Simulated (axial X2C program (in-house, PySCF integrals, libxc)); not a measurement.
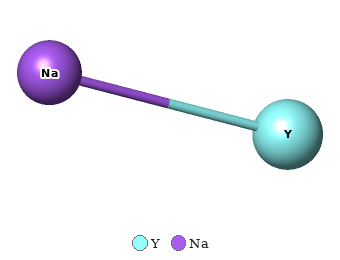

The molecule at the reference distance of 3.525 Å.

**YNa⁺: relativistic diatomic calculation**

System: YNa⁺, single determinant with M_S = 1/2 and |Λ| = 0.
Method: HF, spin-free X2C-1e, Y dyall-cv3z, Na dyall-cv3z (cores contracted) (axial X2C program (in-house, PySCF integrals, libxc)).

## Input file
```
{"zs": [39, 11], "q": 1, "bas": ["dyall-cv3z", "dyall-cv3z"], "levels": ["PBE0", "HF", "TPSS"], "cc": true, "r0": 3.18, "thr": -1.0, "nmax": 90, "npts": 10, "nst": 2, "ntry": 6}
```

The line is the task of a batch: nuclear charges, charge, bases, the levels to run, a first guess of the distance and further settings. This report covers HF without spin-orbit coupling. The log is that of the reference distance 3.525 Å.

The run was one of a batch that the task file lists, launched with:
```bash
python <driver script> task.json out
```

## Log
```
spin-free X2C-1e  HF
basis functions 233  fitting functions 1060  grid points 5087
iter        total energy     max residual
   1      -3544.862986590     2.66e-01
   2      -3544.880977997     4.31e-03
   3      -3544.881623964     2.19e-03
   4      -3544.881821193     1.28e-03
   5      -3544.881919412     8.13e-04
   6      -3544.882009376     5.52e-04
   7      -3544.882069644     5.08e-04
   8      -3544.882130183     4.87e-04
   9      -3544.882160099     4.84e-04
  10      -3544.882102326     4.77e-04
  11      -3544.881836820     3.44e-04
  12      -3544.881769133     3.08e-04
  13      -3544.881615402     2.52e-04
  14      -3544.881581480     1.43e-04
  15      -3544.881576752     4.26e-05
  16      -3544.881576850     2.06e-05
  17      -3544.881576860     1.99e-05
  18      -3544.881576860     9.31e-06
  19      -3544.881576839     5.61e-06
  20      -3544.881576833     3.85e-06
  21      -3544.881576833     4.75e-07
converged
one-electron -5023.80190623  Coulomb 1536.90683770  exact exchange -122.38850078  xc functional 0.00000000  nuclear repulsion 64.40199248
correlated 3  virtual 333  natural virtual 66  E(MP2) -0.029721200  MP2 remainder -0.000820886
iter   CCSD correlation   residual
   1     -0.035189523   1.25e-01
   2     -0.040140601   6.94e-02
   3     -0.041192712   2.81e-02
   4     -0.041767758   1.46e-02
   5     -0.041959364   7.87e-03
   6     -0.042045038   3.91e-03
   7     -0.042095356   2.19e-03
   8     -0.042094157   1.02e-03
   9     -0.042102128   4.59e-04
  10     -0.042101860   1.88e-04
  11     -0.042100612   8.89e-05
  12     -0.042100470   2.76e-05
  13     -0.042100719   9.60e-06
  14     -0.042100719   3.10e-06
(T) -0.001667357235099145  T1 0.1206  D1 0.1795  max T2 0.125
```

## The points of the curve

```
R (Å)   E (hartree)  dipole (D; origin at the first atom, positive when the second is positive)  highest filled (eV)  lowest empty (eV)
3.067  −3544.872636                                                                        6.71                −9.79              −3.75
3.208  −3544.877585                                                                        7.46                −9.68              −3.77
3.313             –                                                                           –                −9.71              −3.71
3.419             –                                                                           –                −9.72              −3.71
3.525  −3544.881577                                                                        8.07                −9.60              −3.72
3.648  −3544.881811                                                                        8.64                −9.43              −3.77
3.772  −3544.881446                                                                        9.24                −9.31              −3.80
3.930  −3544.880360                                                                       10.06                −9.16              −3.84
4.124  −3544.878426                                                                       11.12                −9.00              −3.90
4.406  −3544.875012                                                                       12.74                −8.77              −3.98
```

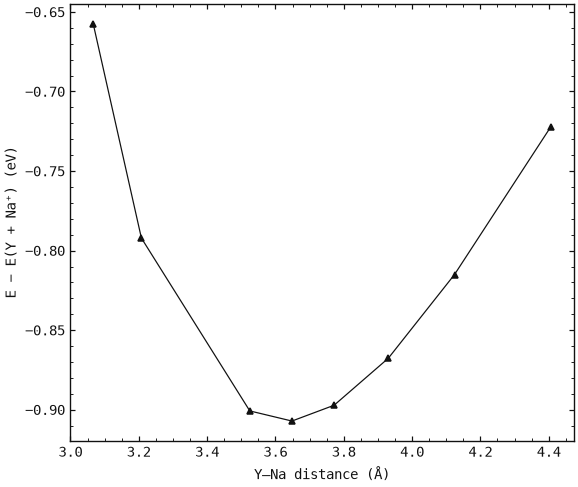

Energy at 8 bond lengths, for one set of occupations held fixed; the line joins the points. A polynomial of degree 5 through 7 points gives rₑ = 3.630 Å, ωₑ = 128.0 cm⁻¹, ωₑxₑ = 0.98 cm⁻¹ and Bₑ = 0.07004 cm⁻¹. The minimum lies 0.91 eV below Y + Na⁺, each computed as one determinant at the same level. 2 further points did not converge.

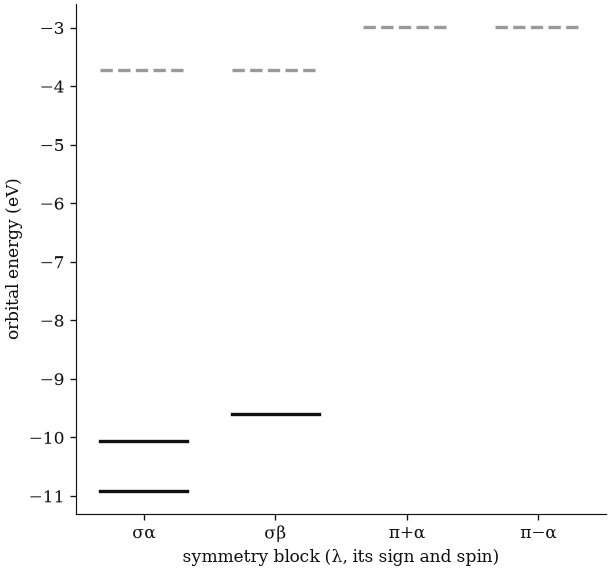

Orbital energies near the frontier at 3.52 Å, filled (solid) and empty (dashed); a label such as π−α means λ = −1 and α spin. The highest filled orbital (σβ; 49 % Y s, 29 % Na s) lies at −9.60 eV, the lowest empty one (σβ; 33 % Y p, 29 % Na s) at −3.72 eV.

## Summary

```tsv
quantity	value
outcome	converged
bond length rₑ	3.630 Å
ωₑ	128.0 cm⁻¹
energy at the minimum	−3544.88182 hartree
depth below the fragments	0.91 eV
largest ⟨S²⟩ along the curve	0.85
hardware	1 thread of Arm Neoverse V1, 24 GiB of memory available, shared host
wall time	14 s
```

## Remarks

Hartree–Fock lacks correlation, so it usually binds too weakly. To bear in mind: some points did not converge.
